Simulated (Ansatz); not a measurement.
# AlN (singlet): trial inputs and their diagnosis

4 inputs are run for AlN (singlet) as typed; the log has to tell whether the result can be used and what must change.

Program: Ansatz 0.2.0, Gaussian basis. Level of theory: the settings change from run to run. These are calculated values, not measurements.

10 further runs of the same task are left out: 3 that didn't finish, 7 set aside as unsound or not needed.

### Step 1. The system

The geometry is a PBE0/def2-TZVP stationary point (not a proven minimum).

2 atoms, charge 0, spin multiplicity 1.

Atoms are counted from 1 here; the program's logs count them from 0.

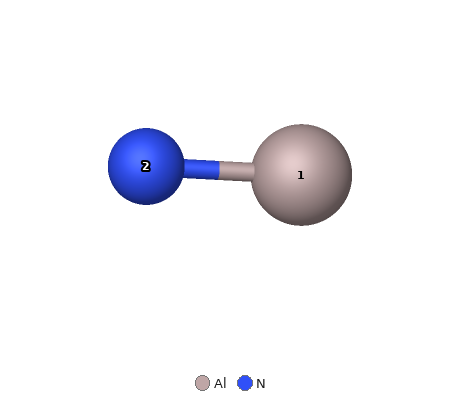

The geometry (aluminium light grey, nitrogen blue); atoms are numbered from 1 in the order of the file.

### Step 2. Try 1

Contents of in.yaml:

```yaml
crystal:
  periodic: [false, false, false]
  atoms:
    - {symbol: Al, position_ang: [0.000000, 0.000000, 0.000000]}
    - {symbol: N, position_ang: [0.000000, 0.000000, 1.668087]}
basis:
  gaussian: {orbitals: "6-31G*", fitting: {mean_field: def2-universal-jkfit}}
correlation: {method: sc_nevpt2, electrons: valence, active_space: {window: {electrons: 2, orbitals: 2}, states: [{multiplicity: 1, weights: [1, 1]}], root: 2}}
```

On the command line:

```bash
ansatz run in.yaml --threads 1 --pin off --events-out ev --progress --plain --max-ram 2393MiB
```

What it wrote:

```text
Error: the active space averages no state 2, counted from zero
```

It took 0.03 s on 1 thread of Arm Neoverse V2, shared host.

What is wrong: The run was refused. The root asked for lies beyond the states averaged. Cure: average more states or name a lower root.

### Step 3. Try 2

Contents of in.yaml:

```yaml
crystal:
  periodic: [false, false, false]
  atoms:
    - {symbol: Al, position_ang: [0.000000, 0.000000, 0.000000]}
    - {symbol: N, position_ang: [0.000000, 0.000000, 1.668087]}
basis:
  gaussian: {orbitals: def2-SVP}
correlation: {method: sc_nevpt2, electrons: outside_noble_gas, active_space: {window: {electrons: 2, orbitals: 2}, places: [1, 2]}}
scf: {lower_state_search: off}
```

The command is unchanged.

What it wrote:

```text
Error: invalid value for `correlation.active_space`: name one of window, places and ras
```

Run time: 0.03 s. Hardware: 1 thread of Arm Neoverse V2, shared host.

Diagnosis: The run was refused. The active space is defined twice. Cure: keep one definition.

### Step 4. Try 3

Contents of in.yaml:

```yaml
crystal:
  periodic: [false, false, false]
  atoms:
    - {symbol: Al, position_ang: [0.000000, 0.000000, 0.000000]}
    - {symbol: N, position_ang: [0.000000, 0.000000, 1.668087]}
basis:
  gaussian: {orbitals: def2-SVP}
hamiltonian: {xc: pbe0}
correlation: {active_space: {window: {electrons: 2, orbitals: 2}}}
accuracy: high
```

Same command.

What it wrote:

```text
Error: invalid value for `correlation.active_space`: it starts from restricted Hartree–Fock orbitals; set hamiltonian.xc: hf without magnetization.spin_polarized
```

Run time: 0.03 s. Hardware: 1 thread of Arm Neoverse V2, shared host.

Diagnosis: The run was refused. An active space is asked on a functional's orbitals. To mend it, start from Hartree-Fock.

### Step 5. Try 4

Contents of in.yaml:

```yaml
crystal:
  periodic: [false, false, false]
  atoms:
    - {symbol: Al, position_ang: [0.000000, 0.000000, 0.000000]}
    - {symbol: N, position_ang: [0.000000, 0.000000, 1.668087]}
basis:
  gaussian: {orbitals: "6-31++G**"}
correlation: {active_space: {ras: {orbitals: [4, 0, 32], electrons: 28, max_holes: 2, max_particles: 2}, fixed_orbitals: true}}
scf: {lower_state_search: full}
output: {forces: true}
```

Same command.

What it wrote:

```text
Functional definition: HF
  name "HF"
  cite "Fock, Z. Phys. 61, 126 (1930) doi:10.1007/BF01340294"
  parent pbe
  exchange = exact_x
  correlation = 0
354 factors; integrals over basis functions are off by at most 7.2e-4 eV
mean field evaluation 1: about -8049.0899 eV, gradient 5.5e1 eV
mean field evaluation 2: about -8049.0958 eV, gradient 5.5e1 eV
mean field evaluation 4: about -8058.0273 eV, gradient 6.1e0 eV
mean field evaluation 8: about -8058.7004 eV, gradient 2.6e-1 eV
mean field evaluation 16: about -8058.7585 eV, gradient 9.3e-1 eV
mean field evaluation 32: about -8058.6953 eV, gradient 7.4e-2 eV
mean field evaluation 64: about -8058.7021 eV, gradient 1.9e-2 eV
mean field evaluation 96: about -8058.7019 eV, gradient 2.7e-1 eV
mean field evaluation 128: about -8057.6574 eV, gradient 7.8e0 eV
mean field evaluation 160: about -8058.9434 eV, gradient 1.7e-6 eV
mean field -8058.98915645 eV, -296.1623889205 hartree, gradient 2.2e-6 eV, S^2 0.000000; 15 other end points of the search recorded, 0 dependent functions left out
reference -8058.98915645 eV, -296.1623889205 hartree; 10, 10 occupied and 32, 32 virtual orbitals, 354 factors
Error: 28 electrons in 36 orbitals form no window around the highest filled level of the reference
```

It took 0.63 s on 1 thread of Arm Neoverse V2, shared host.

What is wrong: The run stopped with an error. The electron count of the restricted space is wrong. Fix: count the correlated electrons again.

### Step 6. Summary

| try | level | ended | cause | time |
| --- | --- | --- | --- | --- |
| 1 | NEVPT2(2,2)/6-31G* | refused | the root asked for lies beyond the states averaged | 0.03 s |
| 2 | NEVPT2(2,2)/def2-SVP | refused | the active space is defined twice | 0.03 s |
| 3 | CASSCF(2,2)/def2-SVP | refused | an active space is asked on a functional's orbitals | 0.03 s |
| 4 | CISD/6-31++G** | stopped by an error | the electron count of the restricted space is wrong | 0.63 s |

3 refused, 1 stopped by an error.
